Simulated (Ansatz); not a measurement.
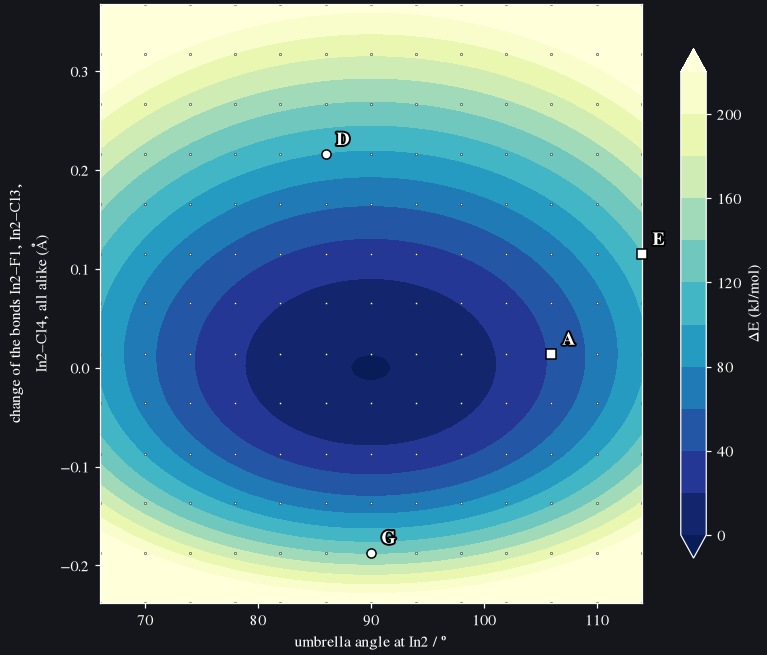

Cl₂FIn, SMILES [F][In]([Cl])[Cl]. Coordinates scanned: (1) umbrella angle at In2 (between each of its bonds and their common axis; 90 is planar); (2) change of the bonds In2–F1, In2–Cl3, In2–Cl4, all alike. Nothing is relaxed (all other coordinates rigid). The grid has 13 × 13 points; 91 points were computed and 78 follow by symmetry. Points are written as (first, second). All energies are given in kJ/mol relative to the lowest grid point. Level of theory: RKS BHLYP-D4/def2-TZVP (Ansatz 0.2.0).

In the figure: filled contours, dots at the grid points, one colour for all values above the top of the scale, lettered points. Between grid points the surface is interpolated.

> Is A the lowest point of the computed grid?

No. A lies 42 kJ/mol above the lowest grid point, which is at (90°, 0.014 Å).

> What kind of point is each of A, D, G: minimum, saddle, maximum or slope?

A: on a slope; D: on a slope; G: on a slope. (In these two coordinates alone; a stationary point may lie a little off the grid point.)
